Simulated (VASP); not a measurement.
Band structure of CoO. Level of theory: PBE GGA + U (Dudarev), VASP's PBE PAW potentials (set 64) (plane waves; VASP 6.6.1).

The cell holds a wide vacuum, so values per volume refer to the whole cell. The moments were started parallel, and other spin orders were not tried in this run.

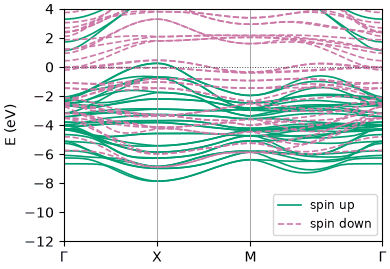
Fig. 1. Bands along high-symmetry lines, zero at the valence-band maximum or, without a gap, the Fermi level

Problem. Read the plot: is there a gap, and where are the band edges?

Solution. It has no gap at this level: it comes out as a metal or semimetal.

The cell is a sheet with vacuum, built from a generated structure. A gapless solution with U can be a metastable orbital state.
